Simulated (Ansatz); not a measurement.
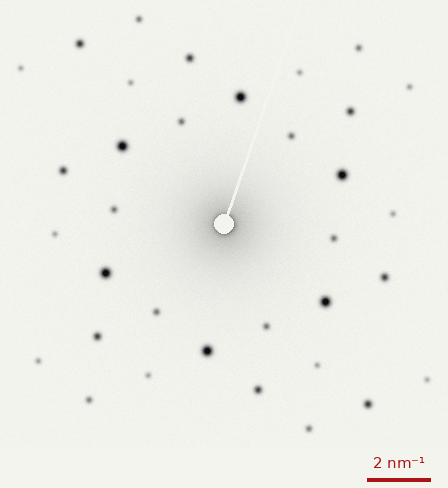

Kinematic zone-axis pattern, calculated for 80 keV electrons with B = 0.5 Å².

Phase: N, space group Pa-3 (No. 205), a = 6.87 Å. Structure: the input geometry of an electronic-structure calculation (not necessarily at equilibrium).

| atom | site | symmetry | x | y | z |
| --- | --- | --- | --- | --- | --- |
| N | 8c | .3. | 0.0464 | 0.0464 | 0.0464 |

Measure the pattern against the scale bar and name the zone.

The spots form a hexagonal net with both shortest vectors at d = 4.86 Å, 60.0° apart. They index as 1 -1 0 (itself extinct) and 1 0 -1 (itself extinct), so the zone axis is [111] (or an equivalent direction of <111>).

Which reflections of this zone are missing, and why?

A glide plane extinguishes reflections such as 0 1 -1, 1 -1 0, 1 0 -1. In a thicker crystal double diffraction can put intensity into those places emptied by glide planes or screw axes that lie on the net of the visible spots, but never into those emptied by centring.
